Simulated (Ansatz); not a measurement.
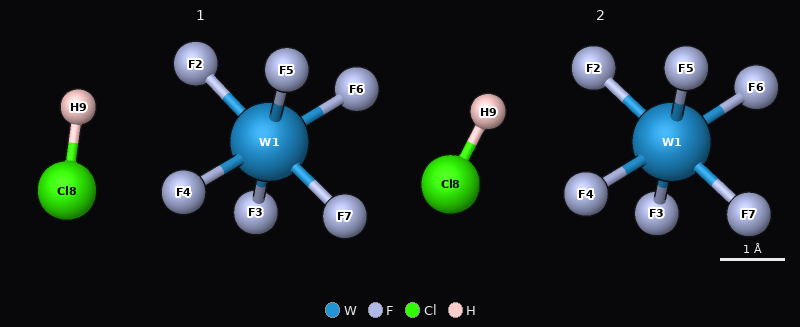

Two geometries of WHClF6, drawn at one scale. One is the start of a relaxation, the other its converged end. The picture is a ball-and-stick view, seen at a tilt.

Computed with RKS LDA/def2-SVP (Ansatz). (no spin polarisation; force threshold 0.03 eV/Å; at most 50 steps)

> Which of the two is the end point?

Structure 2 is the relaxed one. The run prepares an end point of a later path (reaction) calculation, from a guessed geometry. After 6 geometry steps the energy has fallen by 0.054 eV. Largest force component: 0.76 eV/Å at the start, 0.0064 eV/Å at the end. The atom that moves furthest after the best rigid fit is Cl8 (0.30 Å). By element the largest moves are Cl 0.30 Å, H 0.18 Å, F 0.08 Å, W 0.04 Å. Near-neighbour distances that change, for instance: W1–Cl8 3.599 → 3.898 Å, Cl8–H9 1.336 → 1.305 Å, W1–F2 1.851 → 1.859 Å. The run took 7.8 s on 4 threads of Intel(R) Xeon(R) Platinum 8488C (Sapphire Rapids), on a shared host, peak memory 0.23 GiB.
